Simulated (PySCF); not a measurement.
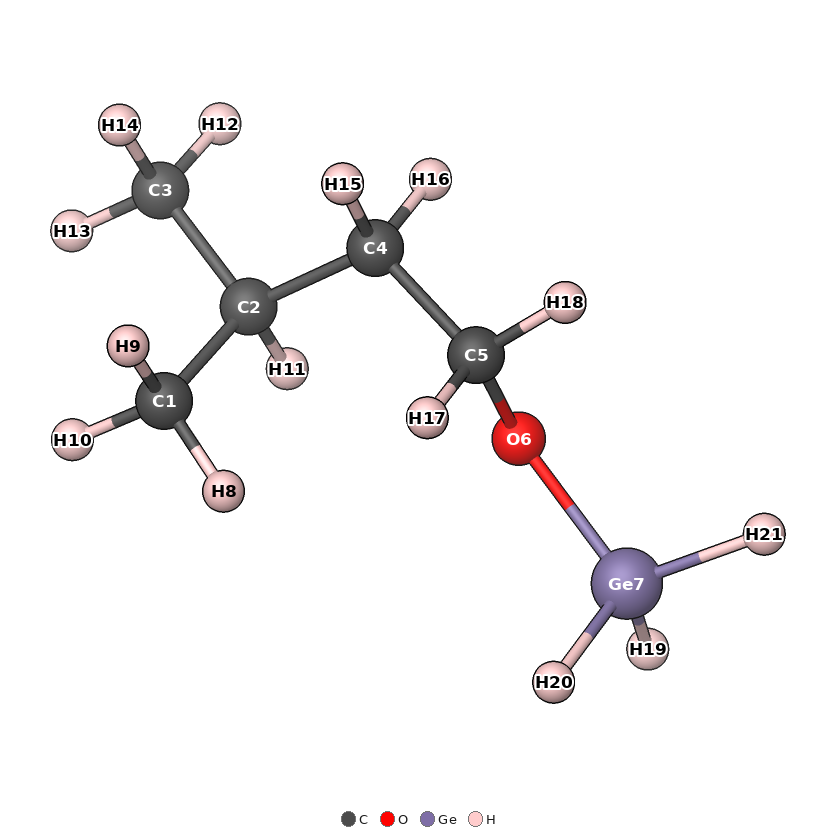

Computed geometry: PBE0-D3(BJ)/def2-SVP optimisation. No frequency run is at hand to confirm it as a minimum. Level of theory: delta-SCF UKS SCAN, pcX-2 on the ionised atom, pcseg-1 elsewhere, spin-free X2C (PySCF 2.14.0).

Give the core-electron binding energies (to vacuum) of C1 1s, C2 1s, C4 1s, C5 1s, O6 1s.

| atom | level | binding energy (eV) |
| --- | --- | --- |
| C1 | 1s | 290.2 |
| C2 | 1s | 290.2 |
| C4 | 1s | 290.2 |
| C5 | 1s | 291.8 |
| O6 | 1s | 537.3 |
